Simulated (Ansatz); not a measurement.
## Localised basis functions on random alloy of the diamond Si-C (dilute carbon) line, x = 0.0781 (64 atoms)

Aim: test how closely localised support functions follow the reference on random alloy of the diamond Si-C (dilute carbon) line, x = 0.0781 (64 atoms), and at what cost. A setting counts as converged where the r.m.s. difference of forces stays under 1 % of the r.m.s. force.

Program: Ansatz 0.2.0. Level of theory: Kohn-Sham DFT, PBE, PAW (set soft_2), plane waves. Results are calculated unless marked as measured.

### Step 1. Starting point

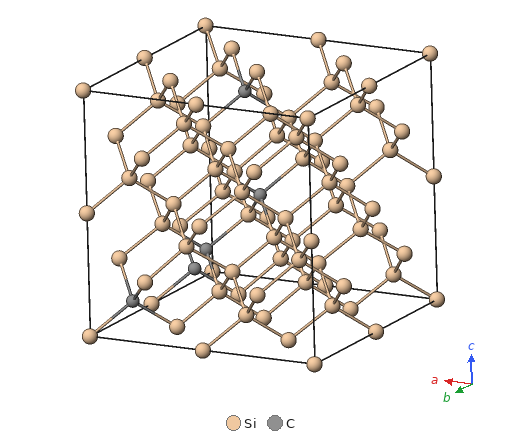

The starting structure, seen from a free direction (silicon light orange, carbon grey). Bonds to atoms that aren't drawn are left out. Some periodic images of atoms are drawn too.

The cell holds 64 atoms: 59 Si and 5 C. Cell: a = 10.642 Å, b = 10.642 Å, c = 10.642 Å, α = 90.0°, β = 90.0°, γ = 90.0°. It derives from Si (diamond Si-C (dilute carbon)) and C, repeated 2×2×2. Diamond Si-C (dilute carbon): 64 atoms, 5 of 64 Si sites given to C at random, cell and internal coordinates interpolated linearly between the end members (Vegard's rule); not relaxed, displaced by a Gaussian of 0.02 Å. Lattice constants are starting values near those of PBE.

Limits known from the start: The host structure and its lattice constant were typed by rule, without a check against the phase diagram. Sampling is at Γ alone, for a cell whose shortest periodic width is 11 Å.

### Step 2. Plane-wave single point

The first run uses the default basis; a harder plane-wave run follows as the reference for the support functions.

input.yaml reads:

```yaml
crystal:
  lattice:
    - [10.64176, 0.0, 0.0]
    - [0.0, 10.64176, 0.0]
    - [0.0, 0.0, 10.64176]
  atoms:
    - { symbol: Si, position: [0.00305, 0.99885, 0.99901] }
    - { symbol: Si, position: [0.12298, 0.12663, 0.12067] }
    - { symbol: Si, position: [0.00328, 0.24857, 0.2506] }
    - { symbol: Si, position: [0.12453, 0.37775, 0.37113] }
    - { symbol: Si, position: [0.24939, 0.99928, 0.25213] }
    - { symbol: Si, position: [0.37293, 0.12468, 0.37335] }
    - { symbol: Si, position: [0.25008, 0.2511, 0.99793] }
    - { symbol: Si, position: [0.37715, 0.37669, 0.12594] }
    - { symbol: Si, position: [0.00169, 0.99872, 0.49977] }
    - { symbol: Si, position: [0.12324, 0.1245, 0.626] }
    - { symbol: Si, position: [0.9987, 0.24925, 0.74871] }
    - { symbol: Si, position: [0.12341, 0.37374, 0.87498] }
    - { symbol: Si, position: [0.2479, 0.00044, 0.75312] }
    - { symbol: Si, position: [0.37639, 0.12464, 0.87333] }
    - { symbol: Si, position: [0.2486, 0.25318, 0.5001] }
    - { symbol: Si, position: [0.3738, 0.37536, 0.62895] }
    - { symbol: Si, position: [0.00023, 0.50116, 0.00056] }
    - { symbol: Si, position: [0.12434, 0.62285, 0.12434] }
    - { symbol: Si, position: [0.99961, 0.7511, 0.25158] }
    - { symbol: Si, position: [0.12675, 0.87554, 0.37666] }
    - { symbol: Si, position: [0.24858, 0.50235, 0.25096] }
    - { symbol: Si, position: [0.37444, 0.62592, 0.37486] }
    - { symbol: Si, position: [0.25213, 0.75286, 0.00411] }
    - { symbol: Si, position: [0.37238, 0.87229, 0.12405] }
    - { symbol: Si, position: [0.0003, 0.50165, 0.50059] }
    - { symbol: Si, position: [0.1212, 0.62442, 0.62656] }
    - { symbol: Si, position: [0.00043, 0.75143, 0.74958] }
    - { symbol: Si, position: [0.12462, 0.87535, 0.87577] }
    - { symbol: Si, position: [0.25037, 0.50022, 0.74874] }
    - { symbol: Si, position: [0.37571, 0.62523, 0.87712] }
    - { symbol: Si, position: [0.25225, 0.75035, 0.49929] }
    - { symbol: Si, position: [0.3738, 0.8758, 0.62515] }
    - { symbol: Si, position: [0.49935, 8.0e-05, 0.99883] }
    - { symbol: Si, position: [0.62631, 0.12416, 0.1273] }
    - { symbol: Si, position: [0.50076, 0.25112, 0.24794] }
    - { symbol: Si, position: [0.62532, 0.37639, 0.37321] }
    - { symbol: Si, position: [0.7495, 6.0e-05, 0.24742] }
    - { symbol: Si, position: [0.87559, 0.12659, 0.37338] }
    - { symbol: Si, position: [0.75066, 0.24753, 0.99993] }
    - { symbol: C, position: [0.87196, 0.37711, 0.12577] }
    - { symbol: Si, position: [0.49995, 0.99854, 0.50239] }
    - { symbol: Si, position: [0.6287, 0.12151, 0.62732] }
    - { symbol: Si, position: [0.50306, 0.25064, 0.74775] }
    - { symbol: C, position: [0.62662, 0.37466, 0.87386] }
    - { symbol: Si, position: [0.74769, 0.00103, 0.75149] }
    - { symbol: Si, position: [0.87383, 0.12598, 0.87285] }
    - { symbol: Si, position: [0.75151, 0.25009, 0.49965] }
    - { symbol: Si, position: [0.87481, 0.37663, 0.62641] }
    - { symbol: Si, position: [0.501, 0.50026, 0.00015] }
    - { symbol: Si, position: [0.62616, 0.62544, 0.12628] }
    - { symbol: Si, position: [0.49942, 0.74542, 0.25195] }
    - { symbol: Si, position: [0.62911, 0.87583, 0.37481] }
    - { symbol: C, position: [0.74974, 0.49978, 0.25003] }
    - { symbol: Si, position: [0.87289, 0.62403, 0.37313] }
    - { symbol: Si, position: [0.75047, 0.74944, 0.00093] }
    - { symbol: C, position: [0.87467, 0.87685, 0.1254] }
    - { symbol: C, position: [0.50412, 0.49644, 0.49878] }
    - { symbol: Si, position: [0.62669, 0.62975, 0.62453] }
    - { symbol: Si, position: [0.50008, 0.74957, 0.7525] }
    - { symbol: Si, position: [0.62446, 0.87628, 0.8744] }
    - { symbol: Si, position: [0.74761, 0.50059, 0.75095] }
    - { symbol: Si, position: [0.87743, 0.62479, 0.87384] }
    - { symbol: Si, position: [0.75106, 0.75045, 0.50053] }
    - { symbol: Si, position: [0.87486, 0.87718, 0.62569] }
kpoints:
  mp_grid: { grid: [1, 1, 1] }
hamiltonian:
  xc: pbe
scf:
  occupations: { method: fixed }
output:
  forces: true
  stress: true
  populations: intrinsic
  dos:
    method: { smearing: { sigma: 0.1 } }
    de: 0.1
    projected: { site_lists: { C: [C], Si: [Si] } }
  eigenvalues: true
  write_density: true
  write_potential: true
  volumetric_format: npy
  elf: true
```

On the command line:

```
> ansatz run input.yaml --threads 4 --pin off --max-ram 8192MiB --backend cpu --events-out ev --progress --plain --runs-dir out
```

Numbers of over 12 decimals in the logs are rounded to 6 here.

What it wrote:

```text
Engine: ansatz 0.2.0, aarch64-unknown-linux-gnu
Pseudopotentials: kind: paw
Pseudopotential: Si, paw, valence charge 4, recommended cutoff 420 eV (normal), Si.paw.azcp
Pseudopotential: C, paw, valence charge 4, recommended cutoff 420 eV (normal), C.paw.azcp
[... 5 lines on functional and potentials left out ...]
Crystal: 64 atoms, lattice volume = 1205.148 Å³
Basis set: ecut = 420 eV, 23583 PW (Γ), exchange–correlation on 144×144×144 points (8 copies of the dense FFT grid, shifted against one another)
Bands: 192, of which v1, the nominal top of the filled ones, is band 128 counted from 1 (127 counted from 0)
Symmetry: 1 space group operations
Space group: P1 (ITA 1), of the structure as read, at distance tolerance 1.1e-4 Å
k-points: 1
[... 5 lines on functional and potentials left out ...]
Initial density: superposition of atomic densities (neutral atoms: chi_scale 0, normalization atom), corrected by the library's trained network
Initial wavefunctions: pseudopotential atomic-orbital guess
Functional: x = pbe(κ = 0.804, μ = 0.219515), c = pbe(β = 0.066725)
SCF iter   1: F=—  HF=-38742.931842 eV  |F-HF|=—  |Δ(HF+E_count)|=         —  Δρ=3.31e-3  dr2=2.32e-1  ethr=1.77e-3  ⟨swp⟩=5.0  Hψ=709  notcnv=0  defer=60
preconditioner: auto → Resta (q_TF=auto, 2.107 Å⁻¹)  ε∞=5.5  [insulator: Δε(μ)=0.328 eV  Ē_g=8.089 eV  n_scr=178 (ndim 8)  ℏωp=17.1 eV  f_vac=0.000  ε∞_Penn≈5.5]
SCF iter   2: F=—  HF=-38742.891963 eV  |F-HF|=—  |Δ(HF+E_count)|=   3.99e-2  Δρ=1.91e-3  dr2=7.00e-2  ethr=9.08e-5  ⟨swp⟩=1.0  Hψ=221  notcnv=0  defer=61
SCF iter   3: F=—  HF=-38742.880610 eV  |F-HF|=—  |Δ(HF+E_count)|=   1.14e-2  Δρ=8.83e-4  dr2=1.80e-2  ethr=2.73e-5  ⟨swp⟩=2.0  Hψ=238  notcnv=0  defer=62
SCF iter   4: F=—  HF=-38742.878899 eV  |F-HF|=—  |Δ(HF+E_count)|=   1.71e-3  Δρ=3.03e-4  dr2=1.69e-3  ethr=7.02e-6  ⟨swp⟩=2.0  Hψ=253  notcnv=0  defer=62
SCF iter   5: F=—  HF=-38742.879316 eV  |F-HF|=—  |Δ(HF+E_count)|=   4.17e-4  Δρ=1.13e-4  dr2=1.89e-4  ethr=6.62e-7  ⟨swp⟩=2.0  Hψ=237  notcnv=0  defer=60
SCF iter   6: F=—  HF=-38742.879484 eV  |F-HF|=—  |Δ(HF+E_count)|=   1.68e-4  Δρ=1.18e-4  dr2=3.00e-4  ethr=7.38e-8  ⟨swp⟩=2.0  Hψ=260  notcnv=0  defer=60
SCF iter   7: F=—  HF=-38742.879420 eV  |F-HF|=—  |Δ(HF+E_count)|=   6.39e-5  Δρ=1.20e-5  dr2=1.82e-6  ethr=7.38e-8  ⟨swp⟩=2.0  Hψ=252  notcnv=0  defer=60
SCF iter   8: F=—  HF=-38742.881297 eV  |F-HF|=—  |Δ(HF+E_count)|=   1.88e-3  Δρ=7.00e-6  dr2=9.37e-7  ethr=7.11e-10  ⟨swp⟩=2.0  Hψ=320  notcnv=0  defer=60
SCF iter   9: F=-38742.881297 eV  HF=-38742.881297 eV  |F-HF|=5.04e-8  |Δ(HF+E_count)|=   1.54e-7  Δρ=2.07e-6  dr2=5.19e-8  ethr=3.91e-11  ⟨swp⟩=24.0  Hψ=2166  notcnv=0
SCF 1 converged in 9 iterations: F = -38742.881297 eV  dr2 = 5.19e-8
  greatest PAW one-centre occupation: 0.645 electrons in one spin orbital (limit 2), on the C atom at site 39 (counted from 0), in its partial waves of l = 0
SCF converged after 9 iterations
Free energy (F): -38742.881297 eV
Harris-Foulkes:  -38742.881297 eV  (|F-HF|=5.04e-8)
Internal energy: -38742.881297 eV  (E = F + TS)
E sigma→0 (E₀):  -38742.881297 eV
Fermi energy:    6.450816 eV
--- Per-component energies (eV) ---
  E_band       = 325.152452
  E_kinetic    = 2821.819347
  E_local      = -2121.815534  (includes V_loc(G=0)·N_el)
  E_nonlocal   = 1674.637723
  E_hartree    = 590.912976
  E_xc         = -3494.385865
  E_vxc        = -3052.959376  (∫ρ·V_xc dr)
  E_paw        = -30751.866722  (= ΣΔE_a)
  E_vpaw       = -178.355700  (= ΣTr[D̂ρ^β])
  E_aug_tail   = 0.000354  (compensation charges beyond the density's cutoff)
  E_ewald      = -7462.183575
  E_smearing   = -0.000000  (= −TS)
  E_closure    = 0.000000  (closes the sum)
  Σ components = -38742.881297   (vs F -38742.881297, Δ=0.00e0)
--- Forces (eV/Å), atoms counted from 1 ---
  atom   1  Si    -2.51296848    -1.25360721     1.55973928
  atom   2  Si     0.52024141    -0.22883085     0.43751516
  atom   3  Si    -1.97847111     1.75786034    -1.63007403
  atom   4  Si    -0.09074702    -0.16767347     0.60066360
  atom   5  Si    -0.23256951     0.23683104    -0.69062901
  atom   6  Si     0.49326975     0.32797910     0.54027472
  atom   7  Si     0.36675142    -0.00353382     0.14193794
  atom   8  Si    -0.46565617    -0.07873506    -0.25697656
  atom   9  Si    -0.30864199     0.32893776    -0.07677203
  atom  10  Si     0.30846877     0.14760872    -0.18039295
  atom  11  Si     0.05642317     0.19689973     0.07898627
  atom  12  Si     0.02347609     0.05359686    -0.12053749
  atom  13  Si     0.20084408     0.11897010    -0.50235355
  atom  14  Si     0.01866804     0.41390147     0.11417150
[...]
atom  63  Si     0.14520540     0.02389541    -0.31681763
  atom  64  Si     0.02749708    -0.10740138     0.07062778
  max |Σ_I F_I| component: 3.14e-5 eV/Å
--- Stress (GPa, compression-positive) ---
        3.291458      -0.057396      -0.181778
       -0.057396       3.116958       0.311820
       -0.181778       0.311820       3.298409
  P = ⅓ Tr σ = 3.2356 GPa (32.356 kbar)
--- Band table (eV) ---
  k-point 0: bands = ["-5.8779", "-4.8382", "-4.7923", "-4.7611", [... 176 levels ...], "10.6357", "10.6626", "10.6847", "10.8062", "10.8133", "10.8575", "10.8976", "10.9914", "11.0153", "11.0504", "11.0806", "11.1291"]
--- intrinsic populations: 64 sites ---
  site symbol       q [e]
     0     Si      3.8135
     1     Si      4.0158
     2     Si      3.8167
[...]
63     Si      4.0077
  spilling = 0.000000 (of n_electrons = 256.000000)
```

Elapsed: 10 s, on 4 threads of Arm Neoverse V1, shared host; peak memory 1 GiB.

In the SCF lines HF is the Harris–Foulkes energy and dr2 the Hartree energy of the density residual, in eV; the loop may stop once dr2 is under the threshold and the program's other checks hold. Hψ counts applications of the Hamiltonian.

Numbers from this run:

* free energy: -38742.8813 eV
* free energy per atom: -605.3575 eV/atom
* SCF cycles: 9
* pressure: 3.236 GPa
* r.m.s. force component: 0.9296 eV/Å
* longest force: 3.769 eV/Å
* Fermi energy: 6.451 eV
* gap (highest filled to lowest empty level): 0.2991 eV

The r.m.s. force component of 0.93 eV/Å sets the scale for the differences below.

### Step 3. Plane waves at 750 eV (750 eV)

A harder cutoff gives the support functions a reference with less basis error.

input.yaml, the sections that differ from step 2:

```yaml
output:
  forces: true
  eigenvalues: true
basis:
  ecutwfc: "750 eV"
# crystal, kpoints, hamiltonian, scf: as in step 2
```

What it wrote:

```text
[...]
Crystal: 64 atoms, lattice volume = 1205.148 Å³
Basis set: ecut = 750 eV, 56115 PW (Γ), exchange–correlation on 192×192×192 points (8 copies of the dense FFT grid, shifted against one another)
Bands: 192, of which v1, the nominal top of the filled ones, is band 128 counted from 1 (127 counted from 0)
Symmetry: 1 space group operations
[...]
k-points: 1
[...]
SCF iter   1: F=—  HF=-38742.963327 eV  |F-HF|=—  |Δ(HF+E_count)|=         —  Δρ=3.32e-3  dr2=2.33e-1  ethr=1.77e-3  ⟨swp⟩=5.0  Hψ=709  notcnv=0  defer=60
[...]
SCF iter   3: F=—  HF=-38742.911702 eV  |F-HF|=—  |Δ(HF+E_count)|=   1.13e-2  Δρ=9.01e-4  dr2=1.85e-2  ethr=2.73e-5  ⟨swp⟩=2.0  Hψ=238  notcnv=0  defer=18
automatic band count: iteration 3 solves 148 bands in place of 192: the levels show a gap, and the empty bands left out lie too high to hold charge; the band table lists the bands solved (type scf.n_extra_bands for more)
SCF iter   4: F=—  HF=-38742.909769 eV  |F-HF|=—  |Δ(HF+E_count)|=   1.93e-3  Δρ=2.93e-4  dr2=1.51e-3  ethr=7.23e-6  ⟨swp⟩=2.0  Hψ=253  notcnv=0  defer=18
[...]
SCF iter   9: F=-38742.911105 eV  HF=-38742.911105 eV  |F-HF|=4.07e-8  |Δ(HF+E_count)|=   1.29e-7  Δρ=1.91e-6  dr2=6.13e-8  ethr=3.91e-11  ⟨swp⟩=13.0  Hψ=882  notcnv=0
SCF 1 converged in 9 iterations: F = -38742.911105 eV  dr2 = 6.13e-8
[...]
SCF converged after 9 iterations
Free energy (F): -38742.911105 eV
[...]
Internal energy: -38742.911105 eV  (E = F + TS)
E sigma→0 (E₀):  -38742.911105 eV
Fermi energy:    6.450657 eV
[...]
Σ components = -38742.911105   (vs F -38742.911105, Δ=0.00e0)
--- Forces (eV/Å), atoms counted from 1 ---
  atom   1  Si    -2.51285844    -1.25350732     1.55968051
  atom   2  Si     0.52022824    -0.22883640     0.43751818
  atom   3  Si    -1.97838574     1.75774982    -1.62998380
  atom   4  Si    -0.09072923    -0.16765893     0.60067047
[...]
atom  64  Si     0.02754148    -0.10740836     0.07062103
  max |Σ_I F_I| component: 3.31e-5 eV/Å
--- Band table (eV) ---
[...]
```

Run time: 12 s. Hardware: 4 threads; peak memory 2 GiB.

Forces differ from the reference by 0.099 meV/Å r.m.s., 0.011 % of their size, well within a tolerance of 1 %; the energy by -0.47 meV/atom.

### Step 4. Support functions medium

With localised support functions most steps grow linearly with size, though the diagonalisation grows faster unless the density matrix is cut; this run measures error and cost at this size. Besides, the program derives a nominal cutoff of 420 eV for this run, against the reference's 750.

This step: Kohn-Sham DFT, PBE, PAW (set soft_2), localised support functions (medium) (Ansatz 0.2.0).

input.yaml, the sections that differ from step 3:

```yaml
scf:
  occupations: { method: fixed }
  eigensolver: { kind: { support_functions: { accuracy: medium } } }
  max_iter: 150
# crystal, kpoints, hamiltonian, output: as in step 3
# basis: removed
```

What it wrote:

```text
Warning: scf.eigensolver.kind.support_functions: disabling space-group detection — the functions' gradient is summed over unrotated k-points, so no spatial operation reduces the k-mesh or symmetrises the density; time reversal is kept, so that k and −k are solved as one point where they differ and the mesh holds both, and exact exchange and, on two spinor components, a DFT+U term hold to it where the run has them: [...]
settings of this run that can trade accuracy for cost: scf.eigensolver.kind.support_functions [...]
[...]
Crystal: 64 atoms, lattice volume = 1205.148 Å³
Basis set: ecut = 420 eV, 23583 PW (Γ), exchange–correlation on 144×144×144 points (8 copies of the dense FFT grid, shifted against one another)
Bands: 154, of which v1, the nominal top of the filled ones, is band 128 counted from 1 (127 counted from 0)
Symmetry: 1 space group operations
k-points: 1
[...]
SCF iter   1: F=—  HF=-38736.178197 eV  |F-HF|=—  |Δ(HF+E_count)|=         —  Δρ=4.42e-2  dr2=3.23e1  ethr=1.00e-1
[...]
SCF iter  10: F=—  HF=-38742.909109 eV  |F-HF|=—  |Δ(HF+E_count)|=   4.72e-4  Δρ=1.87e-5  dr2=7.09e-6  ethr=5.90e-8  κ⁻¹=2.1e-6(r=7)
SCF iter  11: F=-38742.909492 eV  HF=-38742.909492 eV  |F-HF|=1.91e-7  |Δ(HF+E_count)|=   3.83e-4  Δρ=6.90e-6  dr2=9.02e-7  ethr=2.77e-9
SCF 1 converged in 11 iterations: F = -38742.912983 eV  dr2 = 9.02e-7
[...]
SCF converged after 11 iterations
Stability not checked: this state was not tested for a lower state beside it, because the mixer in use, unlike msr1, does not test its closes by its own steps (another_mixer; see scf.mixing.algorithm and scf.lower_state_search)
Free energy (F): -38742.912983 eV
[...]
Internal energy: -38742.912983 eV  (E = F + TS)
E sigma→0 (E₀):  -38742.912983 eV
Fermi energy:    6.450677 eV
[...]
Σ components = -38742.912983   (vs F -38742.912983, Δ=0.00e0)
--- Forces (eV/Å), atoms counted from 1 ---
  atom   1  Si    -2.51282891    -1.25346841     1.55963477
  atom   2  Si     0.52026531    -0.22893686     0.43750665
  atom   3  Si    -1.97831796     1.75764300    -1.62980176
  atom   4  Si    -0.09070158    -0.16765786     0.60074505
[...]
atom  64  Si     0.02757893    -0.10741262     0.07063620
  max |Σ_I F_I| component: 6.85e-4 eV/Å
--- Band table (eV) ---
[...]
```

The job ended after 46 s (4 threads; peak memory 2.1 GiB).

The program notes that the band table was not solved further than the SCF left it and it switched symmetry off.

Keys that differ from the reference: basis.ecutwfc removed, support_functions.accuracy = "medium" and scf.max_iter = 150.

Forces differ from the reference by 0.073 meV/Å r.m.s., 0.0078 % of their size, well within a tolerance of 1 %. It took 3.8 times the reference's time (shared host, so rough). The two runs also began from different starting densities, which bears on cycles and time.

### Step 5. Support functions low

The cell is solved in localised support functions. Besides, the program derives a nominal cutoff of 420 eV for this run, against the reference's 750.

This step: Kohn-Sham DFT, PBE, PAW (set soft_2), localised support functions (low) (Ansatz 0.2.0).

input.yaml, the sections that differ from step 4:

```yaml
scf:
  occupations: { method: fixed }
  eigensolver: { kind: { support_functions: { accuracy: low } } }
  max_iter: 150
# crystal, kpoints, hamiltonian, output: as in step 4
```

What it wrote:

```text
[...]
Crystal: 64 atoms, lattice volume = 1205.148 Å³
Basis set: ecut = 420 eV, 23583 PW (Γ), exchange–correlation on 144×144×144 points (8 copies of the dense FFT grid, shifted against one another)
Bands: 154, of which v1, the nominal top of the filled ones, is band 128 counted from 1 (127 counted from 0)
Symmetry: 1 space group operations
k-points: 1
[...]
SCF iter   1: F=—  HF=-38736.178197 eV  |F-HF|=—  |Δ(HF+E_count)|=         —  Δρ=4.42e-2  dr2=3.23e1  ethr=1.00e-1
[...]
SCF iter   9: F=—  HF=-38742.908637 eV  |F-HF|=—  |Δ(HF+E_count)|=   6.37e-4  Δρ=8.46e-5  dr2=1.51e-4  ethr=2.10e-7  κ⁻¹=3.5e-6(r=7)
SCF iter  10: F=-38742.909107 eV  HF=-38742.909109 eV  |F-HF|=2.26e-6  |Δ(HF+E_count)|=   4.72e-4  Δρ=1.87e-5  dr2=7.09e-6  ethr=5.90e-8
SCF 1 converged in 10 iterations: F = -38742.912980 eV  dr2 = 7.09e-6
[...]
SCF converged after 10 iterations
[...]
Free energy (F): -38742.912980 eV
[...]
Internal energy: -38742.912980 eV  (E = F + TS)
E sigma→0 (E₀):  -38742.912980 eV
Fermi energy:    6.450606 eV
[...]
Σ components = -38742.912980   (vs F -38742.912980, Δ=0.00e0)
--- Forces (eV/Å), atoms counted from 1 ---
  atom   1  Si    -2.51282763    -1.25344864     1.55965434
  atom   2  Si     0.52030173    -0.22898292     0.43768023
  atom   3  Si    -1.97840762     1.75770173    -1.63015395
  atom   4  Si    -0.09061479    -0.16763479     0.60079897
[...]
atom  64  Si     0.02750856    -0.10738247     0.07068146
  max |Σ_I F_I| component: 4.83e-4 eV/Å
--- Band table (eV) ---
[...]
```

It took 43 s on 4 threads; peak memory 2.1 GiB; 2.8 min of CPU time.

Keys that differ from the reference: basis.ecutwfc removed, support_functions.accuracy = "low" and scf.max_iter = 150.

Forces differ from the reference by 0.14 meV/Å r.m.s., 0.015 % of their size, well within a tolerance of 1 %. It took 3.5 times the reference's time (shared host, so rough). The two runs also began from different starting densities, which bears on cycles and time.

(Part 1 of 3 ends here.)

[Logs are printed without paths, hosts, clocks, repeated set-up lines and the standing remarks that a program may print on its own settings, such as how far it seeks lower states.]

[Hosts, paths, dates, database ids (printed as entryN), source tags and the programs' standing remarks are cut or masked in the printed files.]
